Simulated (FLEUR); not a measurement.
# Magnetic state of KMnF3 from several starts, part 3 of 3

A self-consistent run ends on one state, which hangs on the start. Several orders of KMnF3 are started in FLEUR and their energies compared.

FLEUR MaX-R8.1; LDA (VWN) with U = 4.9 eV, J = 0.9 eV on Mn d; all-electron FLAPW, Dirac cores, scalar-relativistic bands.

So far. Step 2 (Start 1: ferro +): After 16 cycles the largest moment stands at 4.70 μB. Step 3 (Order 2, typed as antiferro q=(0,1/2,1/2) +-): It lies 22.6 meV a seeded atom under the first start, and its largest moment is 4.68 μB against 4.70 μB.

### Step 5. Spin–orbit coupling, moments along [001]

Level of this step: LDA (VWN) with U = 4.9 eV, J = 0.9 eV on Mn d; all-electron FLAPW, Dirac cores, scalar-relativistic bands with spin-orbit coupling (FLEUR).

Spin–orbit coupling ties the spins to the lattice and lets orbital moments form.

A new self-consistent run of the start antiferro q=(0,1/2,1/2) +-, with the moments along z.

Contents of inp.xml:

```
<?xml version="1.0" encoding="UTF-8" standalone="no"?>
<fleurInput fleurInputVersion="0.39">
   <comment>
      KMnF3
   </comment>
   <calculationSetup>
      <cutoffs Kmax="4.32" Gmax="13.0" GmaxXC="13.0" numbands="290"/>
      <scfLoop itmax="130" minDistance="0.0001" maxIterBroyd="15" imix="Anderson" alpha="0.05" precondParam="0.0" spinf="2.0" sdNocoIR="T"/>
      <coreElectrons ctail="T" frcor="F" kcrel="0" coretail_lmax="0"/>
      <xcFunctional name="vwn" relativisticCorrections="F"/>
      <magnetism jspins="2"/>
      <soc l_soc="T" theta="0.0" phi="0.0" spav="F"/>
      <expertModes spex="0" secvar="F"/>
      <geometryOptimization l_f="F" forcealpha="1.0" forcemix="BFGS" epsdisp="0.00001" epsforce="0.00001"/>
      <ldaU l_linMix="F" mixParam="0.05" spinf="1.0"/>
   </calculationSetup>
   <cell>
      <bzIntegration valenceElectrons="90.0" mode="hist" fermiSmearingEnergy="0.00293995">
         <kPointListSelection listName="default-1"/>
         <xi:include xmlns:xi="http://www.w3.org/2001/XInclude" href="kpts.xml"> </xi:include>
      </bzIntegration>
      <xi:include xmlns:xi="http://www.w3.org/2001/XInclude" href="sym.xml"> </xi:include>
      <bulkLattice scale="1.0">
         <bravaisMatrix>
            <row-1>    7.9166296537867797     0.0000000000000000     0.0000000000000000</row-1>
            <row-2>    0.0000000000000000    15.8332593075735595     0.0000000000000000</row-2>
            <row-3>    0.0000000000000000     7.9166296537867797     7.9166296537867797</row-3>
         </bravaisMatrix>
      </bulkLattice>
   </cell>
   <atomSpecies>
      <species name="Potassium (K)" element="K" atomicNumber="19">
         <mtSphere radius="2.8" gridPoints="925" logIncrement="0.013"/>
         <atomicCutoffs lmax="10" lnonsphr="8"/>
         <electronConfig flipSpins="F">
            <coreConfig>(1s1/2) (2s1/2) (2p1/2) (2p3/2)</coreConfig>
            <valenceConfig>(3s1/2) (3p1/2) (3p3/2) (4s1/2)</valenceConfig>
            <stateOccupation state="(4s1/2)" spinUp="0.500000" spinDown="0.500000"/>
         </electronConfig>
         <energyParameters s="4" p="4" d="3" f="4"/>
         <lo type="SCLO" l="0" n="3" eDeriv="0"/>
         <lo type="SCLO" l="1" n="3" eDeriv="0"/>
      </species>
      <species name="Manganese 4.502" element="Mn" atomicNumber="25">
         <mtSphere radius="2.47" gridPoints="817" logIncrement="0.015"/>
         <atomicCutoffs lmax="10" lnonsphr="8"/>
         <electronConfig flipSpins="F">
            <coreConfig>(1s1/2) (2s1/2) (2p1/2) (2p3/2)</coreConfig>
            <valenceConfig>(3s1/2) (3p1/2) (3p3/2) (4s1/2) (3d3/2) (3d5/2)</valenceConfig>
            <stateOccupation state="(3d3/2)" spinUp="1.751" spinDown="0.249"/>
            <stateOccupation state="(3d5/2)" spinUp="3.0" spinDown="0.0"/>
         </electronConfig>
         <energyParameters s="4" p="4" d="3" f="4"/>
         <ldaU l="2" U="4.9" J="0.9" l_amf="F"/>
         <lo type="SCLO" l="0" n="3" eDeriv="0"/>
         <lo type="SCLO" l="1" n="3" eDeriv="0"/>
      </species>
      <species name="Manganese -4.502" element="Mn" atomicNumber="25">
         <mtSphere radius="2.47" gridPoints="817" logIncrement="0.015"/>
         <atomicCutoffs lmax="10" lnonsphr="8"/>
         <electronConfig flipSpins="F">
            <coreConfig>(1s1/2) (2s1/2) (2p1/2) (2p3/2)</coreConfig>
            <valenceConfig>(3s1/2) (3p1/2) (3p3/2) (4s1/2) (3d3/2) (3d5/2)</valenceConfig>
            <stateOccupation state="(3d3/2)" spinUp="0.249" spinDown="1.751"/>
            <stateOccupation state="(3d5/2)" spinUp="0.0" spinDown="3.0"/>
         </electronConfig>
         <energyParameters s="4" p="4" d="3" f="4"/>
         <ldaU l="2" U="4.9" J="0.9" l_amf="F"/>
         <lo type="SCLO" l="0" n="3" eDeriv="0"/>
         <lo type="SCLO" l="1" n="3" eDeriv="0"/>
      </species>
      <species name="Fluorine (F)" element="F" atomicNumber="9">
         <mtSphere radius="1.39" gridPoints="461" logIncrement="0.023"/>
         <atomicCutoffs lmax="6" lnonsphr="4"/>
         <electronConfig flipSpins="F">
            <coreConfig>(1s1/2)</coreConfig>
            <valenceConfig>(2s1/2) (2p1/2) (2p3/2)</valenceConfig>
            <stateOccupation state="(2p1/2)" spinUp="0.833333" spinDown="0.833333"/>
            <stateOccupation state="(2p3/2)" spinUp="1.666667" spinDown="1.666667"/>
         </electronConfig>
         <energyParameters s="2" p="2" d="3" f="4"/>
      </species>
   </atomSpecies>
   <atomGroups>
      <atomGroup species="Potassium (K)">
         <relPos label="                   1">1.000/2.000 .0000000000 1.000/2.000</relPos>
         <relPos label="                   2">1.000/2.000 1.000/2.000 1.000/2.000</relPos>
         <force calculate="T" relaxXYZ="TTT"/>
      </atomGroup>
      <atomGroup species="Manganese 4.502">
         <relPos label="                   3">.0000000000 .0000000000 .0000000000</relPos>
         <force calculate="T" relaxXYZ="TTT"/>
      </atomGroup>
      <atomGroup species="Manganese -4.502">
         <relPos label="                   4">.0000000000 1.000/2.000 .0000000000</relPos>
         <force calculate="T" relaxXYZ="TTT"/>
      </atomGroup>
      <atomGroup species="Fluorine (F)">
         <relPos label="                   5">1.000/2.000 .0000000000 .0000000000</relPos>
         <force calculate="T" relaxXYZ="TTT"/>
      </atomGroup>
      <atomGroup species="Fluorine (F)">
         <relPos label="                   6">1.000/2.000 1.000/2.000 .0000000000</relPos>
         <force calculate="T" relaxXYZ="TTT"/>
      </atomGroup>
      <atomGroup species="Fluorine (F)">
         <relPos label="                   7">.0000000000 1.000/4.000 .0000000000</relPos>
         <relPos label="                   8">.0000000000 -1.000/4.000 .0000000000</relPos>
         <force calculate="T" relaxXYZ="TTT"/>
      </atomGroup>
      <atomGroup species="Fluorine (F)">
         <relPos label="                   9">.0000000000 -1.000/4.000 1.000/2.000</relPos>
         <relPos label="                  10">.0000000000 1.000/4.000 1.000/2.000</relPos>
         <force calculate="T" relaxXYZ="TTT"/>
      </atomGroup>
   </atomGroups>
   <output dos="F" band="F" slice="F">
      <bandDOS minEnergy="-.5*Htr" maxEnergy="0.5*Htr" sigma="0.015" storeEVData="T"/>
      <plotting iplot="0" polar="F">
         <plot TwoD="T" vec1="  1.0  0.0  0.0" vec2="  0.0  1.0  0.0" vec3="  0.0  0.0  1.0" zero="  0.0  0.0  0.0" file="plot"/>
      </plotting>
      <moessbauerParams electricFieldGradient="F" isomerShift="F" coreHyperfine="F" valenceHyperfine="F"/>
   </output>
</fleurInput>
```

Contents of crystal.txt:

```
KMnF3
&input film=F cartesian=F /
4.18930000000  0.00000000000  0.00000000000
0.00000000000  8.37860000000  0.00000000000
0.00000000000  4.18930000000  4.18930000000
1.8897261246
1.0 1.0 1.0

10
19 0.50000000000  0.00000000000  0.50000000000
19 0.50000000000  0.50000000000  0.50000000000
25 0.00000000000  0.00000000000  0.00000000000 : 4.502
25 0.00000000000  0.50000000000  0.00000000000 : -4.502
9 0.50000000000  0.00000000000  0.00000000000
9 0.50000000000  0.50000000000  0.00000000000
9 0.00000000000  0.25000000000  0.00000000000
9 0.00000000000  0.75000000000  0.00000000000
9 0.00000000000  0.75000000000  0.50000000000
9 0.00000000000  0.25000000000  0.50000000000

&soc 0.0000000 0.0000000 /
&kpt div1=6 div2=3 div3=6 gamma=T /
```

Run with:

```console
$ OMP_NUM_THREADS=1 inpgen -f crystal.txt > inpgen.log  # inp.xml is then edited as shown
$ OMP_NUM_THREADS=1 mpirun -n 4 fleur_MPI > fleur.log
```

The log of the run:

```text
[banner, memory and clock lines left out]
Welcome to FLEUR        (www.flapw.de)
      MaX-Release 8.1          (www.max-centre.eu)

 ========== k-point set info ==========
 Selected k-point list: default-1
 k-point list type: mesh
 6 x 3 x 6
 Number of k points: 40

 [... set-up left out ...]
 no density matrix found ... skipping LDA+U
 Complex matrix made real
 Complex matrix made real
 Reset of history
 Iteration:     1   Distance:      12.39279877 me/bohr^3
 Iteration:     2   Distance:      11.21672479 me/bohr^3
 Iteration:     3   Distance:       9.87322145 me/bohr^3
 Iteration:     4   Distance:       5.69932646 me/bohr^3
 Iteration:     5   Distance:       4.42811480 me/bohr^3
 Iteration:     6   Distance:       1.67373959 me/bohr^3
 Iteration:     7   Distance:       0.42255722 me/bohr^3
 Iteration:     8   Distance:       0.69746820 me/bohr^3
 Iteration:     9   Distance:       0.05365575 me/bohr^3
 Iteration:    10   Distance:       0.05150891 me/bohr^3
 Iteration:    11   Distance:       0.01138907 me/bohr^3
 Iteration:    12   Distance:       0.01223077 me/bohr^3
 Iteration:    13   Distance:       0.00588402 me/bohr^3
 Iteration:    14   Distance:       0.00163490 me/bohr^3

--- out.xml (last complete iteration) ---
<iteration numberForCurrentRun="   14" overallNumber="   14">
         [... left out ...]
         <bandgap value="3.0153050564" units="eV"/>
         <sumValenceSingleParticleEnergies value="-42.7302663176" units="Htr"/>
         <FermiEnergy value="0.1618449470" units="Htr"/>
         [... left out ...]
         <magneticMomentsInMTSpheres units="muBohr">
            <globalMagMoment atomType="1" vec="0.00000   0.00000   0.00000"/>
            <globalMagMoment atomType="2" vec="0.00000   0.00000   4.67480"/>
            <globalMagMoment atomType="3" vec="0.00000   0.00000  -4.67480"/>
            <globalMagMoment atomType="4" vec="0.00000   0.00000   0.04365"/>
            <globalMagMoment atomType="5" vec="0.00000   0.00000  -0.04365"/>
            <globalMagMoment atomType="6" vec="0.00000   0.00000   0.00000"/>
            <globalMagMoment atomType="7" vec="0.00000   0.00000   0.00000"/>
         </magneticMomentsInMTSpheres>
         <orbitalMomentsInMTSpheres units="muBohr">
            <globalMagMoment atomType="1" vec="0.00000   0.00000   0.00000"/>
            <globalMagMoment atomType="2" vec="0.00000   0.00000  -0.00036"/>
            <globalMagMoment atomType="3" vec="0.00000   0.00000   0.00036"/>
            <globalMagMoment atomType="4" vec="0.00000   0.00000   0.00004"/>
            <globalMagMoment atomType="5" vec="0.00000   0.00000  -0.00004"/>
            <globalMagMoment atomType="6" vec="0.00000   0.00000   0.00000"/>
            <globalMagMoment atomType="7" vec="0.00000   0.00000   0.00000"/>
         </orbitalMomentsInMTSpheres>
         [... left out ...]
         <totalEnergy value="    -4110.7139919708" units="Htr">
            <sumOfEigenvalues value="    -2330.2758842227">
               <coreElectrons value="-2287.5456179051"/>
               <valenceElectrons value="-42.7302663176"/>
            </sumOfEigenvalues>
         [... left out ...]
            <freeEnergy value="-4110.7139919708"/>
            <extrapolationTo0K value="-4110.7139919708"/>
         </totalEnergy>
         [... left out ...]
         <ldaUDensityMatrixConvergence>
            <distance spin="1" distance="0.000029"/>
            <distance spin="2" distance="0.000029"/>
         </ldaUDensityMatrixConvergence>
         <densityConvergence units="me/bohr^3">
            <chargeDensity spin="1" distance="0.0010157689"/>
            <chargeDensity spin="2" distance="0.0010157689"/>
            <overallChargeDensity distance="0.0016349036"/>
            <spinDensity distance="0.0012059171"/>
         </densityConvergence>
      </iteration>
```

Wall time 26 min (4 MPI ranks of Arm Neoverse V1, shared host); peak memory 2 GiB.

The run was cut off at its time limit.

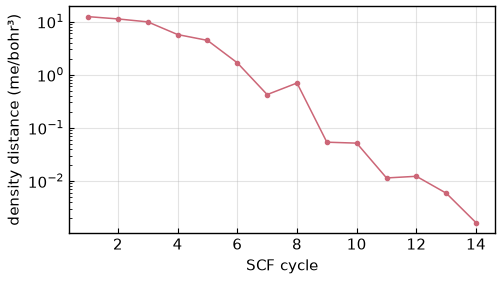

Distance of input and output densities by cycle.

After 14 cycles the density distance stands at 0.0016 me/bohr³, above the threshold of 0.0001.

### Step 6. Summary of results

```json
{
  "lowest state found": "antiferromagnetic (typed antiferro q=(0,1/2,1/2) +-)",
  "largest site spin moment": "4.68 μB",
  "next finished state": "ferromagnetic, 22.6 meV a seeded atom higher"
}
```

In words: The lowest state found is antiferromagnetic, reached from the start antiferro q=(0,1/2,1/2) +-, with moments up to 4.68 μB. The next finished state costs 23 meV a seeded atom. The self-consistent run with spin–orbit coupling gave no result. This is the lowest of 2 finished starts, no proof of the ground state.

[Logs and program files are shortened in this print: banners, set-up blocks, solver, clock and traceback lines can be left out without a mark of their own.]

[Logs are printed without paths, hosts, clocks, repeated set-up lines and the standing remarks that a program may print on its own settings, such as how far it seeks lower states.]

[Hosts, paths, dates, database ids (printed as entryN), source tags and the programs' standing remarks are cut or masked in the printed files.]

[Where a cell is said to come from a database of computed structures, the database is the Materials Project.]
